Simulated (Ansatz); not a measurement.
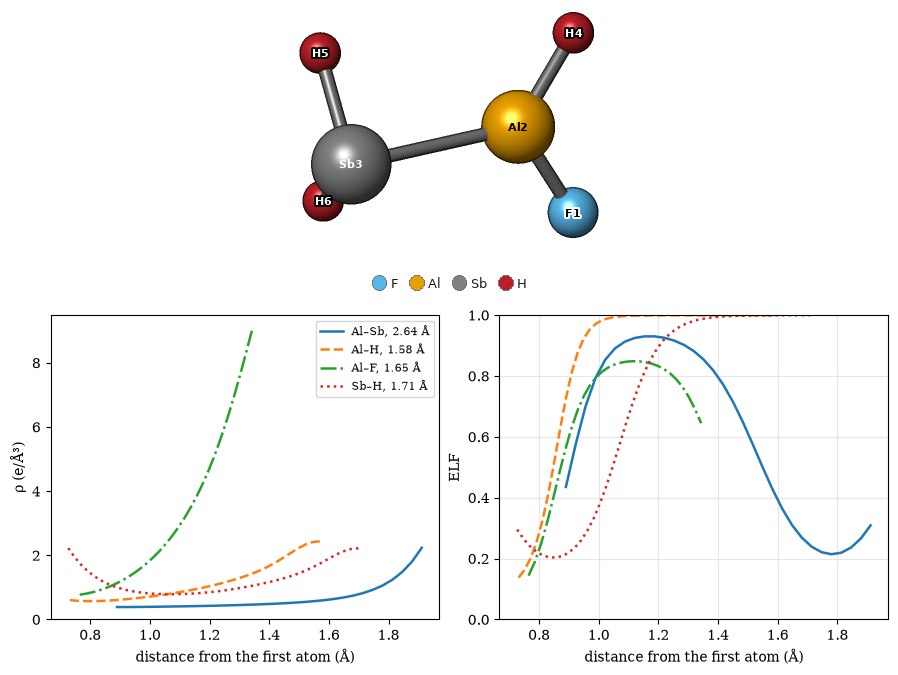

The picture shows: AlFH3Sb. Electron density and ELF along straight lines between neighbouring atoms. The curves leave out the atomic cores. The structure is drawn too.

Geometry: PBE0-D4/def2-TZVP; core potentials replace the inner electrons of Sb.

Level of theory: RKS PBE0-D4/def2-TZVPP in Ansatz 0.2.0.

The calculation's input:

```
crystal:
  periodic: [false, false, false]
  atoms:
    - {symbol: F, position_ang: [-1.114571, -1.632440, 1.262318]}
    - {symbol: Al, position_ang: [-0.336098, -1.039295, -0.069796]}
    - {symbol: Sb, position_ang: [1.279882, 1.003655, 0.334777]}
    - {symbol: H, position_ang: [-0.594815, -1.800718, -1.431681]}
    - {symbol: H, position_ang: [0.842128, 1.591991, -1.209922]}
    - {symbol: H, position_ang: [-0.034426, 1.812905, 1.068103]}
basis:
  gaussian: {orbitals: def2-TZVPP}
hamiltonian: {xc: pbe0, dispersion: d4}
output: {orbitals: {seedname: orbitals}}
```

Command:

```sh
ansatz run in.yaml --threads 2 --pin off --events-out ev --progress --plain --max-ram 4352MiB
```

Q: Compare the contacts.

A: Al–Sb (2.64 Å): ρ at the midpoint is about 0.46 e/Å³, with its minimum of 0.39 e/Å³ about 0.9 Å from Al; the ELF peaks at about 0.95 between the atoms, as expected for localised, covalent bonding.
Al–H (1.58 Å): the density is about 0.57 e/Å³ at the midpoint; the ELF climbs to about 1 towards the hydrogen.
Al–F (1.65 Å): ρ is about 0.9 e/Å³ halfway; the ELF peaks at about 0.85 in the valence shell of F, 0.5 Å from its nucleus, and is about 0.30 at the midpoint.
Sb–H (1.71 Å): ρ at the midpoint is about 1.1 e/Å³; the ELF climbs to about 1 towards the hydrogen.
